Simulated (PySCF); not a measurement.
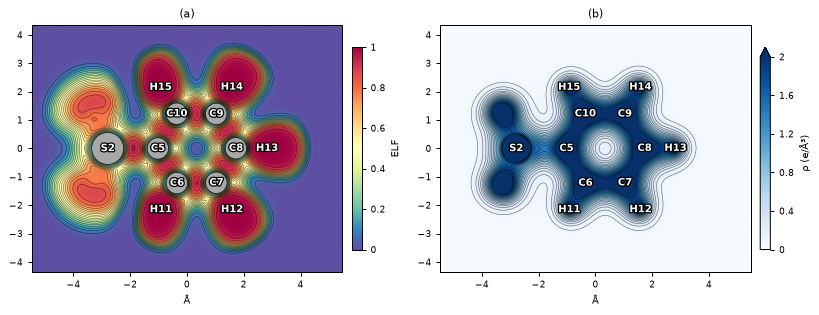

Figure. C6H5ClO2S. (a) ELF; (b) electron density on the plane of atoms C8, C9 and H14. Grey discs cover the atomic cores in the ELF map.

Geometry: PBE0-D3(BJ)/def2-SVP.

The calculation used PySCF 2.14.0, B3LYP/def2-SVPD, SCF density, gas phase.

```csv
atom,x (Å),y (Å),z (Å)
O,7.3494,-1.5170,0.4754
S,6.7996,-1.2270,1.7820
O,7.1821,-0.0584,2.5442
Cl,7.2290,-2.8923,2.9847
C,5.0375,-1.3462,1.7270
C,4.4491,-2.0897,0.7069
C,3.0606,-2.1826,0.6760
C,2.2949,-1.5413,1.6505
C,2.9073,-0.7992,2.6614
C,4.2944,-0.6946,2.7084
H,5.0753,-2.5746,-0.0441
H,2.5743,-2.7566,-0.1153
H,1.2057,-1.6187,1.6205
H,2.3010,-0.2953,3.4169
H,4.8019,-0.1160,3.4823
```

### What do the fields say about this system?

The section cuts through S, C and H sites.
C–C (1.39 Å): ρ is about 2.1 e/Å³ halfway; the ELF peaks at about 0.95 between the atoms (a covalent bond).
C–S (1.77 Å): ρ is about 1.5 e/Å³ halfway; the ELF peaks at about 0.95 between the atoms, as expected for a covalent bond.
C–H (1.09 Å): the density is about 2 e/Å³ at the midpoint; the ELF climbs to about 1 towards the hydrogen, as it does in any bond to H: an ordinary covalent bond to hydrogen.
The ELF also peaks beside O1 and O3, away from the bonds: lone-pair regions.
